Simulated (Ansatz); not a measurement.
**CH7Si (doublet): HSE06, B2PLYP, RPA-PBE over a scan of the distance Si1–H5 along a hydrogen transfer, cc-pVDZ**

How well do these functionals follow the top wave-function level for CH7Si (doublet) over a scan of the distance Si1–H5 along a hydrogen transfer?

Program: Ansatz 0.2.0, Gaussian basis. Level of theory: cc-pVDZ, all electrons in the functionals, frozen cores in the correlation of double hybrids and RPA. These are calculated values, not measurements.

The runs, in order: HSE06, B2PLYP, RPA-PBE, at 1.485 Å; 1.536 Å; 1.637 Å; 1.739 Å; 1.841 Å.

## (1) The geometry

The geometry derives from fragments relaxed apart (PBE0/def2-TZVP) and kept rigid, so it is no stationary point. A hydrogen atom is moved between rigid fragments.

9 atoms, charge 0, spin multiplicity 2.

Atoms are counted from 1 here; the program's logs count them from 0.

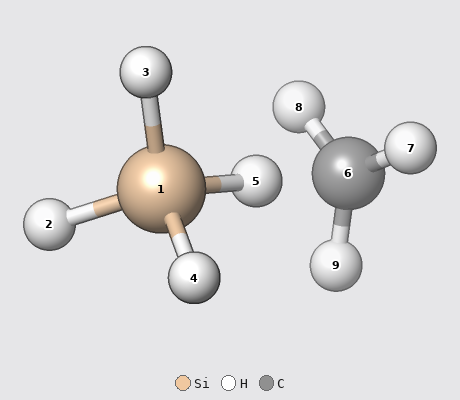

The structure; silicon light orange, hydrogen white, carbon grey; atoms are numbered from 1 in the order of the file.

No dispersion term is added. HSE06 is the plane-wave form.

The geometry shown and the zero of energy belong to the point 1.485 Å. The yardstick, UCCSDT(Q), and other wave-function levels (R restricted, U unrestricted, valence and pair active spaces) come from earlier runs.

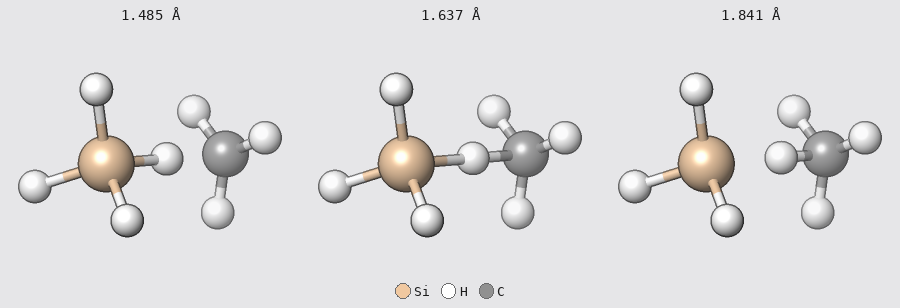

Three points of the scan; sticks are drawn by distance.

## (2) HSE06, 1.485 Å

The input, in.yaml:

```yaml
crystal:
  periodic: [false, false, false]
  atoms:
    - {symbol: Si, position_ang: [-0.934560, 0.000000, 0.000000]}
    - {symbol: H, position_ang: [-1.429432, 1.399708, 0.000000]}
    - {symbol: H, position_ang: [-1.429432, -0.699854, 1.212183]}
    - {symbol: H, position_ang: [-1.429432, -0.699854, -1.212183]}
    - {symbol: H, position_ang: [0.550055, 0.000000, 0.000000]}
    - {symbol: C, position_ang: [1.996440, 0.000000, 0.000000]}
    - {symbol: H, position_ang: [1.996440, -1.080022, 0.000000]}
    - {symbol: H, position_ang: [1.996440, 0.540011, 0.935327]}
    - {symbol: H, position_ang: [1.996440, 0.540012, -0.935327]}
basis:
  gaussian: {orbitals: cc-pVDZ}
magnetization: {spin_polarized: true, initial_magnetization: 1}
hamiltonian: {xc: {name: HSE06}}
```

Started as:

```
$ ansatz run in.yaml --threads 1 --pin off --events-out ev --progress --plain --max-ram 2816MiB --backend cpu
```

Log:

```text
Functional definition: HSE06
  name "HSE06"
  cite "Heyd, Scuseria & Ernzerhof, J. Chem. Phys. 118, 8207 (2003) doi:10.1063/1.1564060"
  cite "Krukau, Vydrov, Izmaylov & Scuseria, J. Chem. Phys. 125, 224106 (2006) doi:10.1063/1.2404663"
  cite "Heyd & Scuseria, J. Chem. Phys. 120, 7274 (2004) doi:10.1063/1.1668634"
  cite "Ernzerhof & Perdew, J. Chem. Phys. 109, 3313 (1998) doi:10.1063/1.476928"
  cite "Perdew, Burke & Ernzerhof, Phys. Rev. Lett. 77, 3865 (1996) doi:10.1103/PhysRevLett.77.3865"
  parent pbe
  parameter a = 0.25
  parameter omega = 0.11/bohr
  # The whole range is PBE's own exchange, as in plane waves. The composition of these papers is wPBEh.
  exchange = pbe_x - a*pbe_x_sr(omega) + a*exact_x_sr(omega)
  correlation = pbe_c
612 factors; integrals over basis functions are off by at most 1.4e-3 eV
72 factors; integrals over basis functions are off by at most 1.8e-6 eV
mean field evaluation 1: about -9016.7284 eV, gradient 2.6e1 eV
mean field evaluation 2: about -9014.7384 eV, gradient 3.0e1 eV
mean field evaluation 4: about -9020.2389 eV, gradient 9.0e-1 eV
mean field evaluation 8: about -9020.3700 eV, gradient 7.8e-2 eV
mean field evaluation 16: about -9020.3701 eV, gradient 4.4e-5 eV
mean field -9020.37012160 eV, -331.4924877424 hartree, gradient 4.4e-5 eV, S^2 0.757020; 0 other end points of the search recorded, 0 dependent functions left out
reference -9020.37015798 eV, -331.4924890793 hartree; 14, 13 occupied and 53, 54 virtual orbitals, 612 factors
Total energy: -9020.37015798 eV, -331.4924890793 hartree
```

Wall time 2 s (1 thread of AMD EPYC 7R13, shared host).

From the report: ⟨S²⟩ of the determinant 0.757 (pure doublet: 0.75).

## (3) HSE06, 1.536 Å

The input, in.yaml:

```yaml
crystal:
  periodic: [false, false, false]
  atoms:
    - {symbol: Si, position_ang: [-0.935659, 0.000000, 0.000000]}
    - {symbol: H, position_ang: [-1.430530, 1.399708, 0.000000]}
    - {symbol: H, position_ang: [-1.430530, -0.699854, 1.212183]}
    - {symbol: H, position_ang: [-1.430530, -0.699854, -1.212183]}
    - {symbol: H, position_ang: [0.600341, 0.000000, 0.000000]}
    - {symbol: C, position_ang: [1.995341, 0.000000, 0.000000]}
    - {symbol: H, position_ang: [1.995341, -1.080022, 0.000000]}
    - {symbol: H, position_ang: [1.995341, 0.540011, 0.935327]}
    - {symbol: H, position_ang: [1.995341, 0.540012, -0.935327]}
basis:
  gaussian: {orbitals: cc-pVDZ}
magnetization: {spin_polarized: true, initial_magnetization: 1}
hamiltonian: {xc: {name: HSE06}}
```

Launched as before.

Log (excerpt; [...] marks lines left out):

```text
Functional definition: HSE06
  name "HSE06"
  cite "Heyd, Scuseria & Ernzerhof, J. Chem. Phys. 118, 8207 (2003) doi:10.1063/1.1564060"
  cite "Krukau, Vydrov, Izmaylov & Scuseria, J. Chem. Phys. 125, 224106 (2006) doi:10.1063/1.2404663"
  cite "Heyd & Scuseria, J. Chem. Phys. 120, 7274 (2004) doi:10.1063/1.1668634"
  cite "Ernzerhof & Perdew, J. Chem. Phys. 109, 3313 (1998) doi:10.1063/1.476928"
  cite "Perdew, Burke & Ernzerhof, Phys. Rev. Lett. 77, 3865 (1996) doi:10.1103/PhysRevLett.77.3865"
  parent pbe
[...]
  # The whole range is PBE's own exchange, as in plane waves. The composition of these papers is wPBEh.
[...]
612 factors; integrals over basis functions are off by at most 1.3e-3 eV
72 factors; integrals over basis functions are off by at most 1.8e-6 eV
[...]
mean field -9020.41794764 eV, -331.4942453169 hartree, gradient 4.9e-5 eV, S^2 0.757493; 0 other end points of the search recorded, 0 dependent functions left out
reference -9020.41798410 eV, -331.4942466567 hartree; 14, 13 occupied and 53, 54 virtual orbitals, 612 factors
Total energy: -9020.41798410 eV, -331.4942466567 hartree
```

Wall time 2.1 s (1 thread of AMD EPYC 7R13, shared host).

From the report: ⟨S²⟩ of the determinant 0.757 (pure doublet: 0.75).

From 1.485 Å: -47.8 meV.

## (4) HSE06, 1.637 Å

The input, in.yaml:

```yaml
crystal:
  periodic: [false, false, false]
  atoms:
    - {symbol: Si, position_ang: [-0.937818, 0.000000, 0.000000]}
    - {symbol: H, position_ang: [-1.432690, 1.399708, 0.000000]}
    - {symbol: H, position_ang: [-1.432689, -0.699854, 1.212183]}
    - {symbol: H, position_ang: [-1.432690, -0.699854, -1.212183]}
    - {symbol: H, position_ang: [0.699182, 0.000000, 0.000000]}
    - {symbol: C, position_ang: [1.993182, 0.000000, 0.000000]}
    - {symbol: H, position_ang: [1.993182, -1.080022, 0.000000]}
    - {symbol: H, position_ang: [1.993182, 0.540011, 0.935327]}
    - {symbol: H, position_ang: [1.993182, 0.540012, -0.935327]}
basis:
  gaussian: {orbitals: cc-pVDZ}
magnetization: {spin_polarized: true, initial_magnetization: 1}
hamiltonian: {xc: {name: HSE06}}
```

Same command.

Log (excerpt; [...] marks lines left out):

```text
Functional definition: HSE06
  name "HSE06"
  cite "Heyd, Scuseria & Ernzerhof, J. Chem. Phys. 118, 8207 (2003) doi:10.1063/1.1564060"
  cite "Krukau, Vydrov, Izmaylov & Scuseria, J. Chem. Phys. 125, 224106 (2006) doi:10.1063/1.2404663"
  cite "Heyd & Scuseria, J. Chem. Phys. 120, 7274 (2004) doi:10.1063/1.1668634"
  cite "Ernzerhof & Perdew, J. Chem. Phys. 109, 3313 (1998) doi:10.1063/1.476928"
  cite "Perdew, Burke & Ernzerhof, Phys. Rev. Lett. 77, 3865 (1996) doi:10.1103/PhysRevLett.77.3865"
  parent pbe
[...]
  # The whole range is PBE's own exchange, as in plane waves. The composition of these papers is wPBEh.
[...]
612 factors; integrals over basis functions are off by at most 1.2e-3 eV
72 factors; integrals over basis functions are off by at most 1.7e-6 eV
[...]
mean field -9020.47595944 eV, -331.4963772114 hartree, gradient 5.9e-5 eV, S^2 0.757420; 0 other end points of the search recorded, 0 dependent functions left out
reference -9020.47599601 eV, -331.4963785553 hartree; 14, 13 occupied and 53, 54 virtual orbitals, 612 factors
Total energy: -9020.47599601 eV, -331.4963785553 hartree
```

Wall time 1.9 s (1 thread of AMD EPYC 7R13, shared host).

From the report: ⟨S²⟩ of the determinant 0.757 (pure doublet: 0.75).

From 1.485 Å: -105.8 meV.

## (5) HSE06, 1.739 Å

The input, in.yaml:

```yaml
crystal:
  periodic: [false, false, false]
  atoms:
    - {symbol: Si, position_ang: [-0.939998, 0.000000, 0.000000]}
    - {symbol: H, position_ang: [-1.434870, 1.399708, 0.000000]}
    - {symbol: H, position_ang: [-1.434869, -0.699854, 1.212183]}
    - {symbol: H, position_ang: [-1.434870, -0.699854, -1.212183]}
    - {symbol: H, position_ang: [0.799002, 0.000000, 0.000000]}
    - {symbol: C, position_ang: [1.991002, 0.000000, 0.000000]}
    - {symbol: H, position_ang: [1.991002, -1.080022, 0.000000]}
    - {symbol: H, position_ang: [1.991002, 0.540011, 0.935327]}
    - {symbol: H, position_ang: [1.991002, 0.540012, -0.935327]}
basis:
  gaussian: {orbitals: cc-pVDZ}
magnetization: {spin_polarized: true, initial_magnetization: 1}
hamiltonian: {xc: {name: HSE06}}
```

Launched as before.

Log (excerpt; [...] marks lines left out):

```text
Functional definition: HSE06
  name "HSE06"
  cite "Heyd, Scuseria & Ernzerhof, J. Chem. Phys. 118, 8207 (2003) doi:10.1063/1.1564060"
  cite "Krukau, Vydrov, Izmaylov & Scuseria, J. Chem. Phys. 125, 224106 (2006) doi:10.1063/1.2404663"
  cite "Heyd & Scuseria, J. Chem. Phys. 120, 7274 (2004) doi:10.1063/1.1668634"
  cite "Ernzerhof & Perdew, J. Chem. Phys. 109, 3313 (1998) doi:10.1063/1.476928"
  cite "Perdew, Burke & Ernzerhof, Phys. Rev. Lett. 77, 3865 (1996) doi:10.1103/PhysRevLett.77.3865"
  parent pbe
[...]
  # The whole range is PBE's own exchange, as in plane waves. The composition of these papers is wPBEh.
[...]
612 factors; integrals over basis functions are off by at most 1.2e-3 eV
72 factors; integrals over basis functions are off by at most 1.7e-6 eV
[...]
mean field -9020.49489044 eV, -331.4970729128 hartree, gradient 6.4e-5 eV, S^2 0.755937; 0 other end points of the search recorded, 0 dependent functions left out
reference -9020.49492704 eV, -331.4970742576 hartree; 14, 13 occupied and 53, 54 virtual orbitals, 612 factors
Total energy: -9020.49492704 eV, -331.4970742576 hartree
```

It took 2 s on 1 thread of AMD EPYC 7R13, shared host.

From the report: ⟨S²⟩ of the determinant 0.756 (pure doublet: 0.75).

From 1.485 Å: -124.8 meV.

## (6) HSE06, 1.841 Å

The input, in.yaml:

```yaml
crystal:
  periodic: [false, false, false]
  atoms:
    - {symbol: Si, position_ang: [-0.942178, 0.000000, 0.000000]}
    - {symbol: H, position_ang: [-1.437050, 1.399708, 0.000000]}
    - {symbol: H, position_ang: [-1.437050, -0.699854, 1.212183]}
    - {symbol: H, position_ang: [-1.437050, -0.699854, -1.212183]}
    - {symbol: H, position_ang: [0.898822, 0.000000, 0.000000]}
    - {symbol: C, position_ang: [1.988822, 0.000000, 0.000000]}
    - {symbol: H, position_ang: [1.988822, -1.080022, 0.000000]}
    - {symbol: H, position_ang: [1.988822, 0.540011, 0.935327]}
    - {symbol: H, position_ang: [1.988821, 0.540012, -0.935327]}
basis:
  gaussian: {orbitals: cc-pVDZ}
magnetization: {spin_polarized: true, initial_magnetization: 1}
hamiltonian: {xc: {name: HSE06}}
```

Same command.

Log (excerpt; [...] marks lines left out):

```text
Functional definition: HSE06
  name "HSE06"
  cite "Heyd, Scuseria & Ernzerhof, J. Chem. Phys. 118, 8207 (2003) doi:10.1063/1.1564060"
  cite "Krukau, Vydrov, Izmaylov & Scuseria, J. Chem. Phys. 125, 224106 (2006) doi:10.1063/1.2404663"
  cite "Heyd & Scuseria, J. Chem. Phys. 120, 7274 (2004) doi:10.1063/1.1668634"
  cite "Ernzerhof & Perdew, J. Chem. Phys. 109, 3313 (1998) doi:10.1063/1.476928"
  cite "Perdew, Burke & Ernzerhof, Phys. Rev. Lett. 77, 3865 (1996) doi:10.1103/PhysRevLett.77.3865"
  parent pbe
[...]
  # The whole range is PBE's own exchange, as in plane waves. The composition of these papers is wPBEh.
[...]
612 factors; integrals over basis functions are off by at most 1.2e-3 eV
72 factors; integrals over basis functions are off by at most 1.7e-6 eV
[...]
mean field -9020.39555209 eV, -331.4934222957 hartree, gradient 5.5e-5 eV, S^2 0.754290; 0 other end points of the search recorded, 0 dependent functions left out
reference -9020.39558862 eV, -331.4934236381 hartree; 14, 13 occupied and 53, 54 virtual orbitals, 612 factors
Total energy: -9020.39558862 eV, -331.4934236381 hartree
```

Run time: 1.9 s. Hardware: 1 thread of AMD EPYC 7R13, shared host.

From the report: ⟨S²⟩ of the determinant 0.754 (pure doublet: 0.75).

From 1.485 Å: -25.4 meV.

## (7) B2PLYP, 1.485 Å

The input, in.yaml:

```yaml
crystal:
  periodic: [false, false, false]
  atoms:
    - {symbol: Si, position_ang: [-0.934560, 0.000000, 0.000000]}
    - {symbol: H, position_ang: [-1.429432, 1.399708, 0.000000]}
    - {symbol: H, position_ang: [-1.429432, -0.699854, 1.212183]}
    - {symbol: H, position_ang: [-1.429432, -0.699854, -1.212183]}
    - {symbol: H, position_ang: [0.550055, 0.000000, 0.000000]}
    - {symbol: C, position_ang: [1.996440, 0.000000, 0.000000]}
    - {symbol: H, position_ang: [1.996440, -1.080022, 0.000000]}
    - {symbol: H, position_ang: [1.996440, 0.540011, 0.935327]}
    - {symbol: H, position_ang: [1.996440, 0.540012, -0.935327]}
basis:
  gaussian: {orbitals: cc-pVDZ}
magnetization: {spin_polarized: true, initial_magnetization: 1}
hamiltonian: {xc: {name: B2PLYP}}
correlation: {electrons: outside_noble_gas}
```

Launched as before.

Log (excerpt; [...] marks lines left out):

```text
Functional definition: B2PLYP
  name "B2PLYP"
  cite "Grimme, J. Chem. Phys. 124, 034108 (2006) doi:10.1063/1.2148954"
  cite "Becke, Phys. Rev. A 38, 3098 (1988) doi:10.1103/PhysRevA.38.3098"
  cite "Lee, Yang & Parr, Phys. Rev. B 37, 785 (1988) doi:10.1103/PhysRevB.37.785"
[...]
612 factors; integrals over basis functions are off by at most 1.4e-3 eV
[...]
mean field -9017.90993052 eV, -331.4020773876 hartree, gradient 4.6e-6 eV, S^2 0.761891; 0 other end points of the search recorded, 0 dependent functions left out
6 core orbitals not correlated: weight in the atoms' cores, before any rotation towards them, 1.000 or more for the frozen orbitals, at most 0.000 for the correlated occupied ones
reference -9017.91009047 eV, -331.4020832656 hartree; 8, 7 occupied and 53, 54 virtual orbitals, 612 factors
second order -8.81758699 eV of doubles, -0.00000000 eV of singles
Total energy: -9020.29083895 eV, -331.4895741588 hartree
```

Wall time 2.1 s (1 thread of AMD EPYC 7R13, shared host).

From the report: ⟨S²⟩ of the determinant 0.762 (pure doublet: 0.75).

## (8) B2PLYP, 1.536 Å

The input, in.yaml:

```yaml
crystal:
  periodic: [false, false, false]
  atoms:
    - {symbol: Si, position_ang: [-0.935659, 0.000000, 0.000000]}
    - {symbol: H, position_ang: [-1.430530, 1.399708, 0.000000]}
    - {symbol: H, position_ang: [-1.430530, -0.699854, 1.212183]}
    - {symbol: H, position_ang: [-1.430530, -0.699854, -1.212183]}
    - {symbol: H, position_ang: [0.600341, 0.000000, 0.000000]}
    - {symbol: C, position_ang: [1.995341, 0.000000, 0.000000]}
    - {symbol: H, position_ang: [1.995341, -1.080022, 0.000000]}
    - {symbol: H, position_ang: [1.995341, 0.540011, 0.935327]}
    - {symbol: H, position_ang: [1.995341, 0.540012, -0.935327]}
basis:
  gaussian: {orbitals: cc-pVDZ}
magnetization: {spin_polarized: true, initial_magnetization: 1}
hamiltonian: {xc: {name: B2PLYP}}
correlation: {electrons: outside_noble_gas}
```

Same command.

Log (excerpt; [...] marks lines left out):

```text
Functional definition: B2PLYP
  name "B2PLYP"
  cite "Grimme, J. Chem. Phys. 124, 034108 (2006) doi:10.1063/1.2148954"
  cite "Becke, Phys. Rev. A 38, 3098 (1988) doi:10.1103/PhysRevA.38.3098"
  cite "Lee, Yang & Parr, Phys. Rev. B 37, 785 (1988) doi:10.1103/PhysRevB.37.785"
[...]
612 factors; integrals over basis functions are off by at most 1.3e-3 eV
[...]
mean field -9017.91281992 eV, -331.4021835711 hartree, gradient 1.3e-6 eV, S^2 0.763350; 0 other end points of the search recorded, 0 dependent functions left out
6 core orbitals not correlated: weight in the atoms' cores, before any rotation towards them, 1.000 or more for the frozen orbitals, at most 0.000 for the correlated occupied ones
reference -9017.91297992 eV, -331.4021894511 hartree; 8, 7 occupied and 53, 54 virtual orbitals, 612 factors
second order -8.90387363 eV of doubles, -0.00000000 eV of singles
Total energy: -9020.31702580 eV, -331.4905365077 hartree
```

Run time: 2 s. Hardware: 1 thread of AMD EPYC 7R13, shared host.

From the report: ⟨S²⟩ of the determinant 0.763 (pure doublet: 0.75).

From 1.485 Å: -26.2 meV.

## (9) B2PLYP, 1.637 Å

The input, in.yaml:

```yaml
crystal:
  periodic: [false, false, false]
  atoms:
    - {symbol: Si, position_ang: [-0.937818, 0.000000, 0.000000]}
    - {symbol: H, position_ang: [-1.432690, 1.399708, 0.000000]}
    - {symbol: H, position_ang: [-1.432689, -0.699854, 1.212183]}
    - {symbol: H, position_ang: [-1.432690, -0.699854, -1.212183]}
    - {symbol: H, position_ang: [0.699182, 0.000000, 0.000000]}
    - {symbol: C, position_ang: [1.993182, 0.000000, 0.000000]}
    - {symbol: H, position_ang: [1.993182, -1.080022, 0.000000]}
    - {symbol: H, position_ang: [1.993182, 0.540011, 0.935327]}
    - {symbol: H, position_ang: [1.993182, 0.540012, -0.935327]}
basis:
  gaussian: {orbitals: cc-pVDZ}
magnetization: {spin_polarized: true, initial_magnetization: 1}
hamiltonian: {xc: {name: B2PLYP}}
correlation: {electrons: outside_noble_gas}
```

Same command.

Log (excerpt; [...] marks lines left out):

```text
Functional definition: B2PLYP
  name "B2PLYP"
  cite "Grimme, J. Chem. Phys. 124, 034108 (2006) doi:10.1063/1.2148954"
  cite "Becke, Phys. Rev. A 38, 3098 (1988) doi:10.1103/PhysRevA.38.3098"
  cite "Lee, Yang & Parr, Phys. Rev. B 37, 785 (1988) doi:10.1103/PhysRevB.37.785"
[...]
612 factors; integrals over basis functions are off by at most 1.2e-3 eV
[...]
mean field -9017.90511299 eV, -331.4019003469 hartree, gradient 6.3e-6 eV, S^2 0.764116; 0 other end points of the search recorded, 0 dependent functions left out
6 core orbitals not correlated: weight in the atoms' cores, before any rotation towards them, 1.000 or more for the frozen orbitals, at most 0.000 for the correlated occupied ones
reference -9017.90527277 eV, -331.4019062185 hartree; 8, 7 occupied and 53, 54 virtual orbitals, 612 factors
second order -9.04681732 eV of doubles, -0.00000000 eV of singles
Total energy: -9020.34791345 eV, -331.4916716077 hartree
```

Wall time 2 s (1 thread of AMD EPYC 7R13, shared host).

From the report: ⟨S²⟩ of the determinant 0.764 (pure doublet: 0.75).

From 1.485 Å: -57.1 meV.

## (10) B2PLYP, 1.739 Å

The input, in.yaml:

```yaml
crystal:
  periodic: [false, false, false]
  atoms:
    - {symbol: Si, position_ang: [-0.939998, 0.000000, 0.000000]}
    - {symbol: H, position_ang: [-1.434870, 1.399708, 0.000000]}
    - {symbol: H, position_ang: [-1.434869, -0.699854, 1.212183]}
    - {symbol: H, position_ang: [-1.434870, -0.699854, -1.212183]}
    - {symbol: H, position_ang: [0.799002, 0.000000, 0.000000]}
    - {symbol: C, position_ang: [1.991002, 0.000000, 0.000000]}
    - {symbol: H, position_ang: [1.991002, -1.080022, 0.000000]}
    - {symbol: H, position_ang: [1.991002, 0.540011, 0.935327]}
    - {symbol: H, position_ang: [1.991002, 0.540012, -0.935327]}
basis:
  gaussian: {orbitals: cc-pVDZ}
magnetization: {spin_polarized: true, initial_magnetization: 1}
hamiltonian: {xc: {name: B2PLYP}}
correlation: {electrons: outside_noble_gas}
```

The command is unchanged.

Log (excerpt; [...] marks lines left out):

```text
Functional definition: B2PLYP
  name "B2PLYP"
  cite "Grimme, J. Chem. Phys. 124, 034108 (2006) doi:10.1063/1.2148954"
  cite "Becke, Phys. Rev. A 38, 3098 (1988) doi:10.1103/PhysRevA.38.3098"
  cite "Lee, Yang & Parr, Phys. Rev. B 37, 785 (1988) doi:10.1103/PhysRevB.37.785"
[...]
612 factors; integrals over basis functions are off by at most 1.2e-3 eV
[...]
mean field -9017.90303680 eV, -331.4018240483 hartree, gradient 6.5e-6 eV, S^2 0.760883; 0 other end points of the search recorded, 0 dependent functions left out
6 core orbitals not correlated: weight in the atoms' cores, before any rotation towards them, 1.000 or more for the frozen orbitals, at most 0.000 for the correlated occupied ones
reference -9017.90319589 eV, -331.4018298945 hartree; 8, 7 occupied and 53, 54 virtual orbitals, 612 factors
second order -9.10776781 eV of doubles, -0.00000000 eV of singles
Total energy: -9020.36229319 eV, -331.4922000537 hartree
```

Run time: 2 s. Hardware: 1 thread of AMD EPYC 7R13, shared host.

From the report: ⟨S²⟩ of the determinant 0.761 (pure doublet: 0.75).

From 1.485 Å: -71.5 meV.

## (11) B2PLYP, 1.841 Å

The input, in.yaml:

```yaml
crystal:
  periodic: [false, false, false]
  atoms:
    - {symbol: Si, position_ang: [-0.942178, 0.000000, 0.000000]}
    - {symbol: H, position_ang: [-1.437050, 1.399708, 0.000000]}
    - {symbol: H, position_ang: [-1.437050, -0.699854, 1.212183]}
    - {symbol: H, position_ang: [-1.437050, -0.699854, -1.212183]}
    - {symbol: H, position_ang: [0.898822, 0.000000, 0.000000]}
    - {symbol: C, position_ang: [1.988822, 0.000000, 0.000000]}
    - {symbol: H, position_ang: [1.988822, -1.080022, 0.000000]}
    - {symbol: H, position_ang: [1.988822, 0.540011, 0.935327]}
    - {symbol: H, position_ang: [1.988821, 0.540012, -0.935327]}
basis:
  gaussian: {orbitals: cc-pVDZ}
magnetization: {spin_polarized: true, initial_magnetization: 1}
hamiltonian: {xc: {name: B2PLYP}}
correlation: {electrons: outside_noble_gas}
```

Launched as before.

Log (excerpt; [...] marks lines left out):

```text
Functional definition: B2PLYP
  name "B2PLYP"
  cite "Grimme, J. Chem. Phys. 124, 034108 (2006) doi:10.1063/1.2148954"
  cite "Becke, Phys. Rev. A 38, 3098 (1988) doi:10.1103/PhysRevA.38.3098"
  cite "Lee, Yang & Parr, Phys. Rev. B 37, 785 (1988) doi:10.1103/PhysRevB.37.785"
[...]
612 factors; integrals over basis functions are off by at most 1.2e-3 eV
[...]
mean field -9017.82439428 eV, -331.3989339889 hartree, gradient 1.6e-6 eV, S^2 0.756796; 0 other end points of the search recorded, 0 dependent functions left out
6 core orbitals not correlated: weight in the atoms' cores, before any rotation towards them, 1.000 or more for the frozen orbitals, at most 0.000 for the correlated occupied ones
reference -9017.82455249 eV, -331.3989398029 hartree; 8, 7 occupied and 53, 54 virtual orbitals, 612 factors
second order -9.07179160 eV of doubles, -0.00000000 eV of singles
Total energy: -9020.27393622 eV, -331.4889529948 hartree
```

Run time: 2 s. Hardware: 1 thread of AMD EPYC 7R13, shared host.

From the report: ⟨S²⟩ of the determinant 0.757 (pure doublet: 0.75).

From 1.485 Å: +16.9 meV.

(Part 1 of 2 ends here.)
